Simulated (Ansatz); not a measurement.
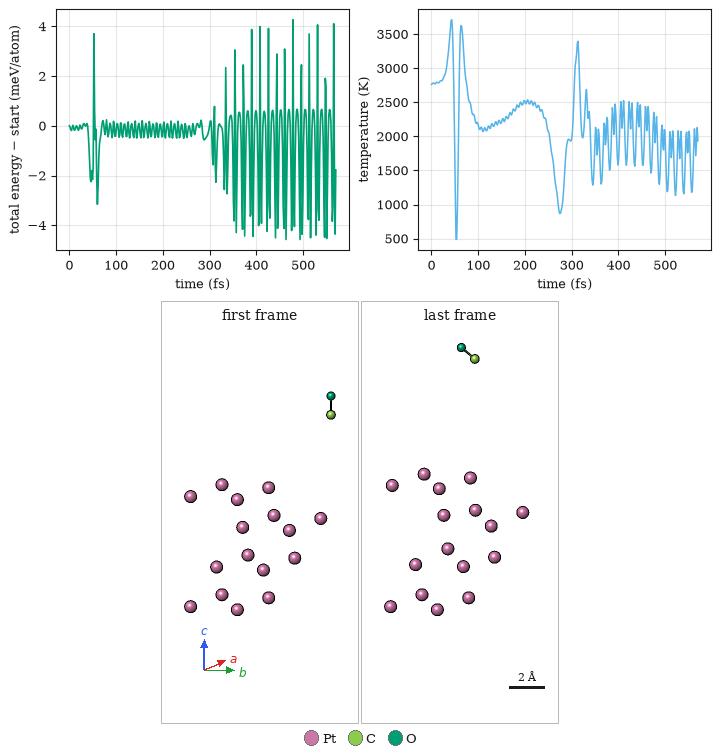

First-principles dynamics of CO on Pt(111) (18 atoms in the cell), 570 fs long. The picture is a ball-and-stick view of the simulation cell, with the vacuum cut short, seen from a free direction. Bonds to atoms that aren't drawn are left out.

The calculation used DFT PBEsol, scalar-relativistic, plane waves, PAW (Ansatz). Run with plane-wave cutoff 420 eV; k-point mesh 2 × 2 × 1; Fermi-Dirac smearing 0.1 eV; low-accuracy preset; 4 atoms held fixed; constant energy (NVE); time step 1.5 fs; at the start 2 atoms move with typed velocities and the others are at rest.

**How well is the energy conserved, and can the run be trusted?**

The total energy stays between −4.6 and 4.3 meV per atom of its start. A straight-line fit has a slope that amounts to −0.93 meV per atom over 570 fs (0.4 % of the mean kinetic energy), its mean offset in the second half is 0.4 %, and the ripple about the line is 2.7 % of the kinetic energy's fluctuation. With a drift under 2 % and a ripple under 7 %, the integration is accurate. The mean temperature in the second half is 1971 K (standard deviation 428 K). The potential energy in the second half lies on average 78.8 meV per atom above the first frame.

Limits of the set-up: the k-point mesh is coarse for a cell with partly filled bands; the program's low-accuracy preset was used; the periodic images lie only 5.5 Å apart, so the values are limited by the cell's size.

The run took 48 min on 2 threads of Intel(R) Xeon(R) Platinum 8488C (Sapphire Rapids) (shared host), peak memory 1.7 GiB.

PAW datasets: the set soft_1.
